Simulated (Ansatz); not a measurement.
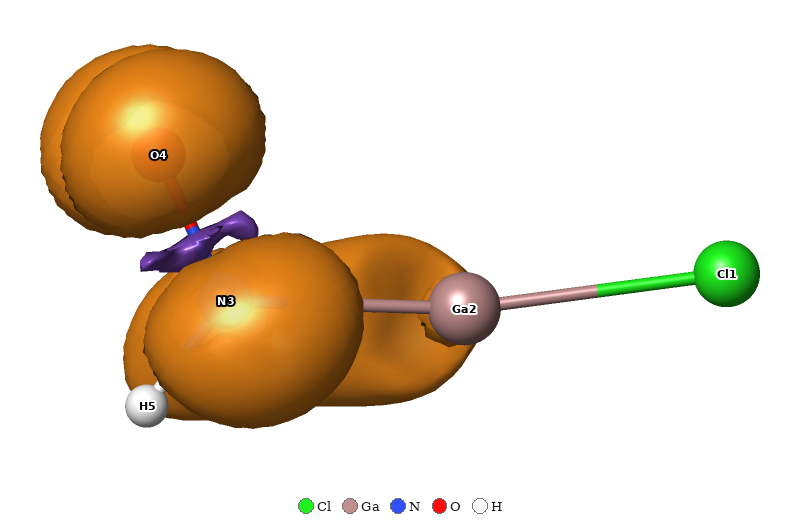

Figure 1: ClGaHNO (charge +1, doublet). Isosurfaces of the spin density at +0.02 (orange) and −0.02 e/Å³ (purple), seen across its widest extent.

Geometry: PBE0-D3(BJ)/pcseg-1.

All numbers below come from isolated molecule in a Gaussian basis; Kohn-Sham density functional theory, functional PBE0 (Ansatz).

```xyz
5

Cl    2.1113    0.8292    0.3814
Ga    0.4238    0.3858   -0.7070
N    -1.2608   -0.2344   -1.3288
O    -2.2415    0.0106   -0.6027
H    -1.4239   -0.4279   -2.3294
```

Q: Describe the spin distribution.

A: The unpaired spin (1 electron) lies mostly on O4 (about 0.6), N3 (about 0.3) and Ga2 (about 0.1), in electrons by Hirshfeld's partition.
